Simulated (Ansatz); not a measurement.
**CH5BO (SMILES CBO): B3LYP/6-311+G(d,p)**

Aim: the electronic atomisation energy of CH5BO at B3LYP/6-311+G**, from 5 runs. 

Program for the calculation: Ansatz 0.2.0.

57 further runs of the same task are left out: 57 set aside as unsound or not needed.

**1. The molecule**

CH5BO has 8 atoms, charge 0, and is taken as a singlet. As SMILES, `CBO`. Geometry: relaxed at PBE0-D4/def2-TZVP. This is one conformer, not always the lowest.

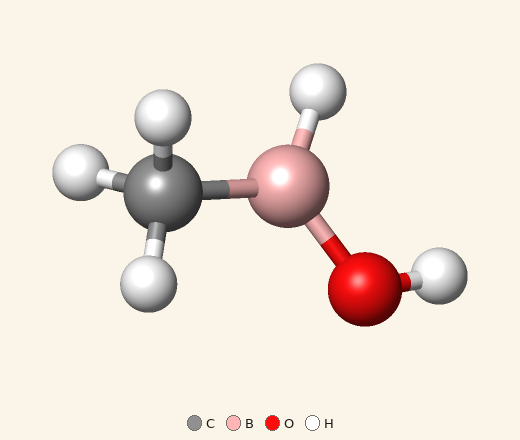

The structure, seen from a chosen angle (carbon grey, boron pink, oxygen red, hydrogen white).

**2. The energy at B3LYP/6-311+G(d,p)**

run.yaml

```yaml
basis:
  gaussian:
    orbitals: 6-311+G_st__st_.json
crystal:
  periodic: [false, false, false]
  atoms:
    - {symbol: C, position_ang: [-0.618600, 0.710300, -0.324600]}
    - {symbol: B, position_ang: [0.508800, -0.240100, 0.180200]}
    - {symbol: O, position_ang: [0.240700, -1.558300, 0.355600]}
    - {symbol: H, position_ang: [-1.568300, 0.201200, -0.499400]}
    - {symbol: H, position_ang: [-0.308500, 1.205100, -1.251900]}
    - {symbol: H, position_ang: [-0.780500, 1.520100, 0.395700]}
    - {symbol: H, position_ang: [1.620500, 0.163100, 0.420800]}
    - {symbol: H, position_ang: [0.998200, -2.058400, 0.667700]}
hamiltonian:
  xc: {name: B3LYP}
accuracy: high
output: {orbitals: {seedname: orbitals}}
```

The basis set 6-311+G** is read from a file made from the Basis Set Exchange's data (not shown).

Run with:

```
$ ansatz run run.yaml --threads 1 --pin off --max-ram 3480MiB --events-out events.jsonl --progress --plain --runs-dir runs
```

The log of the run:

```text
Warning: RAYON_NUM_THREADS=1 ignored (pool sized by the plan → 1); use --threads N
Functional definition: B3LYP
  name "B3LYP"
  parameter a0 = 0.2
  parameter ax = 0.72
  parameter ac = 0.81
  exchange = (1 - a0 - ax)*slater_x + ax*b88_x + a0*exact_x
  correlation = (1 - ac)*vwn_rpa_c + ac*lyp_c
1917 factors; integrals over basis functions are off by at most 3.6e-9 eV
mean field evaluation 1: about -3834.7089 eV, gradient 7.2e1 eV
mean field evaluation 2: about -3823.2052 eV, gradient 1.0e2 eV
mean field evaluation 4: about -3844.7559 eV, gradient 5.4e0 eV
mean field evaluation 8: about -3844.8130 eV, gradient 8.6e-2 eV
mean field evaluation 16: about -3844.8130 eV, gradient 6.5e-7 eV
mean field -3844.81304426 eV, -141.2942732687 hartree, gradient 2.9e-8 eV, S^2 0.000000; 0 other end points of the search recorded, 0 dependent functions left out
reference -3844.81308895 eV, -141.2942749112 hartree; 12, 12 occupied and 84, 84 virtual orbitals, 1917 factors
Total energy: -3844.81308895 eV, -141.2942749112 hartree
```

Run time: 6.6 s. Hardware: 1 thread of Arm Neoverse V1, shared host; peak memory 0.26 GiB.

**3. The B atom, same level**

molecule.yaml

```yaml
crystal:
  periodic: [false, false, false]
  atoms:
    - symbol: B
      position_ang: [0.000000, 0.000000, 0.000000]
basis:
  gaussian: {orbitals: 6-311+G_st__st_.json}
hamiltonian: {xc: {name: B3LYP}}
magnetization: {spin_polarized: true, initial_magnetization: 1}
accuracy: high
```

The basis set 6-311+G** is read from a file made from the Basis Set Exchange's data (not shown).

Run the same way, it converges to -24.66247 Eh (log not shown).

**4. The C atom at the same level**

in.yaml

```yaml
crystal:
  periodic: [false, false, false]
  atoms:
    - symbol: C
      position_ang: [0.000000, 0.000000, 0.000000]
basis:
  gaussian:
    orbitals: 6-311+G_st__st_.json
magnetization:
  spin_polarized: true
  initial_magnetization: 2
hamiltonian:
  xc: {name: B3LYP}
accuracy: high
```

The basis set 6-311+G** is read from a file made from the Basis Set Exchange's data (not shown).

Run the same way, it converges to -37.85727 Eh (log not shown).

**5. The H atom, same level**

input.yaml

```yaml
crystal:
  periodic: [false, false, false]
  atoms:
    - symbol: H
      position_ang: [0.000000, 0.000000, 0.000000]
basis:
  gaussian: {orbitals: 6-311+G_st__st_.json}
hamiltonian: {xc: {name: B3LYP}}
accuracy: high
magnetization: {spin_polarized: true, initial_magnetization: 1}
```

The basis set 6-311+G** is read from a file made from the Basis Set Exchange's data (not shown).

Run the same way, it converges to -0.50216 Eh (log not shown).

**6. The O atom**

in.yaml

```yaml
crystal:
  periodic: [false, false, false]
  atoms:
    - {symbol: O, position_ang: [0.000000, 0.000000, 0.000000]}
basis:
  gaussian: {orbitals: 6-311+G_st__st_.json}
total_charge: 0
magnetization: {spin_polarized: true, initial_magnetization: 2}
hamiltonian: {xc: {name: B3LYP}}
accuracy: high
```

The basis set 6-311+G** is read from a file made from the Basis Set Exchange's data (not shown).

Run the same way, it converges to -75.08988 Eh (log not shown).

**7. Summary of results**

At B3LYP/6-311+G**:

| quantity | value |
| --- | --- |
| molecule: total energy | -141.29427 Eh |
| molecule: HOMO energy | -8.42 eV |
| molecule: LUMO energy | -0.21 eV |
| molecule: HOMO–LUMO gap | 8.21 eV |
| B atom: total energy | -24.66247 Eh |
| B atom: ⟨S²⟩ | 0.753 |
| C atom: total energy | -37.85727 Eh |
| C atom: ⟨S²⟩ | 2.003 |
| H atom: total energy | -0.50216 Eh |
| H atom: ⟨S²⟩ | 0.750 |
| O atom: total energy | -75.08988 Eh |
| O atom: ⟨S²⟩ | 2.003 |
| electronic atomisation energy | 31.943 eV |

Taking the molecule apart into free atoms costs 31.94 eV (737 kcal/mol), before zero-point energy and without spin-orbit coupling.
